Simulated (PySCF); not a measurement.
# SiPH5 (SMILES [SiH3]P) at 6 levels

We compute a comparison of 6 runs (B2PLYP/STO-3G, B3LYP/STO-3G, M06-2X/STO-3G, SVWN5/STO-3G, wB97X-V/STO-3G, NEVPT2(2,2)/STO-3G) of SiPH5. 

The calculation is run with PySCF 2.14.0.

### Step 1. Starting point

SiPH5 has 7 atoms, charge 0, and is taken as a singlet. As SMILES, `[SiH3]P`. Geometry: relaxed at GFN2-xTB.

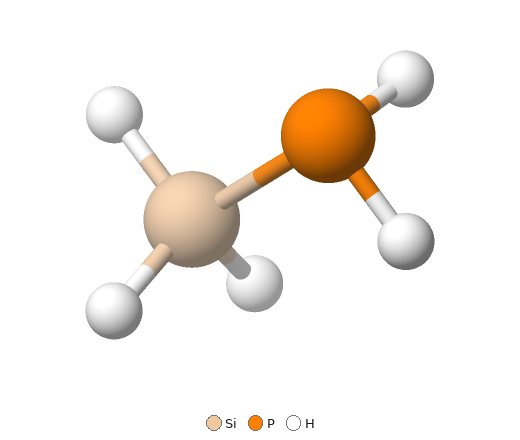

The structure, seen from a chosen angle (silicon light orange, phosphorus orange, hydrogen white).

### Step 2. The energy at B2PLYP/STO-3G (run 1)

Input file input.py:

```python
# [SiH3]P
from pyscf import gto, dft, mp

mol = gto.M(
    atom='''
Si    -0.640830    -0.361550    -0.395920
P      1.061310    -0.009120     1.007680
H     -1.825500    -0.602940     0.426340
H     -0.298920    -1.544330    -1.184630
H     -0.890510     0.768910    -1.293660
H      0.664680     1.260240     1.387120
H      1.929760     0.488790     0.053060
''',
    spin=0,
    basis='sto-3g',
    max_memory=1860,
    charge=0,
    verbose=3,
)

myscf = dft.RKS(mol)
myscf.xc = '0.53*HF + 0.47*B88, 0.73*LYP'
myscf.conv_tol = 1e-10
myscf.grids.level = 5
myscf.kernel()
if not myscf.converged:
    myscf = myscf.newton().run(myscf.mo_coeff, myscf.mo_occ)

pt = mp.MP2(myscf, frozen=10).run()
e_final = myscf.e_tot + 0.27 * pt.e_corr
print('PT2 part  %.8f' % (0.27 * pt.e_corr))
print(f'total energy: {e_final:.8f} hartree')
```

On the command line:

```sh
$ OMP_NUM_THREADS=1 python input.py
```

What it wrote:

```text
converged SCF energy = -626.277720692221
E(RMP2) = -626.375227457208  E_corr = -0.0975067649860332
E(SCS-RMP2) = -626.391645539905  E_corr = -0.11392484768328
PT2 part  -0.02632683
total energy: -626.30404752 hartree
```

Wall time 3.3 s (1 thread of Arm Neoverse V2, shared host); peak memory 0.22 GiB.

### Step 3. A single-point energy at B3LYP/STO-3G (run 2)

Input file input.py:

```python
# [SiH3]P
from pyscf import gto, dft

system = gto.M(
    atom='''
Si    -0.640830    -0.361550    -0.395920
P      1.061310    -0.009120     1.007680
H     -1.825500    -0.602940     0.426340
H     -0.298920    -1.544330    -1.184630
H     -0.890510     0.768910    -1.293660
H      0.664680     1.260240     1.387120
H      1.929760     0.488790     0.053060
''',
    max_memory=1860,
    basis='sto-3g',
    charge=0,
    verbose=4,
)

myscf = dft.RKS(system, xc='b3lyp')
myscf.conv_tol = 1e-10
myscf.grids.level = 5
myscf.kernel()
if not myscf.converged:
    myscf = myscf.newton().run(myscf.mo_coeff, myscf.mo_occ)

etot = myscf.e_tot
print('E(%s) = %.9f' % ('B3LYP', etot))
```

On the command line:

```sh
$ OMP_NUM_THREADS=1 python input.py
```

What it wrote:

```text
PySCF version 2.14.0

[... 71 lines left out ...]
converged SCF energy = -626.631415121798
E(B3LYP) = -626.631415122
```

Run time: 3.3 s. Hardware: 1 thread of Arm Neoverse V2, shared host; peak memory 0.22 GiB.

Runs 3 to 5 aren't shown in full; the table further down has their settings and results.

### Step 4. A single-point energy at NEVPT2(2,2)/STO-3G (run 6)

Input file job.py:

```python
# [SiH3]P
import numpy
from pyscf import gto, scf, mp, mcscf, mrpt

mol = gto.Mole()
mol.atom = [
    ('Si', (-0.640830, -0.361550, -0.395920)),
    ('P', (1.061310, -0.009120, 1.007680)),
    ('H', (-1.825500, -0.602940, 0.426340)),
    ('H', (-0.298920, -1.544330, -1.184630)),
    ('H', (-0.890510, 0.768910, -1.293660)),
    ('H', (0.664680, 1.260240, 1.387120)),
    ('H', (1.929760, 0.488790, 0.053060)),
]
mol.charge = 0
mol.max_memory = 1860
mol.verbose = 3
mol.basis = 'sto-3g'
mol.build()

mf = mol.RHF()
mf.conv_tol = 1e-10
mf.kernel()
if not mf.converged:
    mf = mf.newton().run(mf.mo_coeff, mf.mo_occ)

pt = mp.MP2(scf.addons.convert_to_uhf(mf)).run()
noons, natorbs = mcscf.addons.make_natural_orbitals(pt)
print('natural occupations', numpy.round(noons[:40], 4))
cas = mcscf.CASSCF(mf, 2, 2)
cas.fix_spin_(ss=0.0)
cas.natorb = True
cas.kernel(natorbs)
e_pt2 = mrpt.NEVPT(cas).kernel()
etot = cas.e_tot + e_pt2
print('Final energy', etot)
```

On the command line:

```sh
$ OMP_NUM_THREADS=1 python job.py
```

What it wrote:

```text
converged SCF energy = -625.424449709968
E(UMP2) = -625.505718992551  E_corr = -0.0812692825826347
E(SCS-UMP2) = -625.518208552181  E_corr = -0.093758842212711
natural occupations [2.     2.     2.     1.9999 1.9999 1.9999 1.9999 1.9998 1.9998 1.9998
 1.9958 1.992  1.9891 1.9874 1.9869 1.986  1.9837 0.0177 0.0161 0.0132
 0.0111 0.011  0.0109]
CASSCF energy = -625.436812811544
CASCI E = -625.436812811544  E(CI) = -1.13329749580487  S^2 = 0.0000000
Sr    (-1)',   E = -0.00000000000010
Si    (+1)',   E = -0.00000000000024
Sijrs (0)  ,   E = -0.05813950118457
Sijr  (+1) ,   E = -0.00418747325544
Srsi  (-1) ,   E = -0.00235917409974
Srs   (-2) ,   E = -0.00048506534599
Sij   (+2) ,   E = -0.00113662330562
Sir   (0)' ,   E = -0.00590654289549
Nevpt2 Energy = -0.072214380087191
Final energy -625.5090271916315
```

It took 0.96 s on 1 thread of Arm Neoverse V2, shared host; peak memory 0.12 GiB.

### Step 5. Overview of the runs

```csv
run,level,frozen core orbitals,nlc grid,energy (Eh),dipole moment (D) of the reference,HOMO energy (eV),LUMO energy (eV),wall time
1,B2PLYP/STO-3G,10,–,-626.304048,0.72,-5.45,8.06,3.3 s
2,B3LYP/STO-3G,–,–,-626.631415,0.70,-4.14,6.05,3.3 s
3,M06-2X/STO-3G,–,–,-626.631139,0.72,-5.52,7.19,4.5 s
4,SVWN5/STO-3G,–,–,-624.079297,0.91,-2.83,5.29,2.1 s
5,wB97X-V/STO-3G,–,1,-626.529101,0.80,-6.72,8.79,22 s
6,"NEVPT2(2,2)/STO-3G",–,–,-625.509027,0.72,-7.27,11.03,0.96 s
```

### Step 6. Results

| quantity | value |
| --- | --- |
| run 6: total energy | -625.50903 Eh |
| run 6: dipole moment (Hartree–Fock density) | 0.72 D |
| run 6: HOMO energy (Hartree–Fock orbitals) | -7.27 eV |
| run 6: LUMO energy (Hartree–Fock orbitals) | 11.03 eV |
| run 6: HOMO–LUMO gap (Hartree–Fock orbitals) | 18.30 eV |

In words: Over runs 1, 2, 3, 4, 5 the dipole moment (its size) runs from 0.70 D (B3LYP/STO-3G) to 0.91 D (SVWN5/STO-3G). Over runs 1, 2, 3, 4, 5 the HOMO–LUMO gap runs from 8.12 eV (SVWN5/STO-3G) to 15.52 eV (wB97X-V/STO-3G). Totals of different functionals can't be ranked against each other. In runs 1, 2, 3, 4, 5, 6 the basis is minimal, so the values are rough. All runs together took 36 s, the longest 22 s.
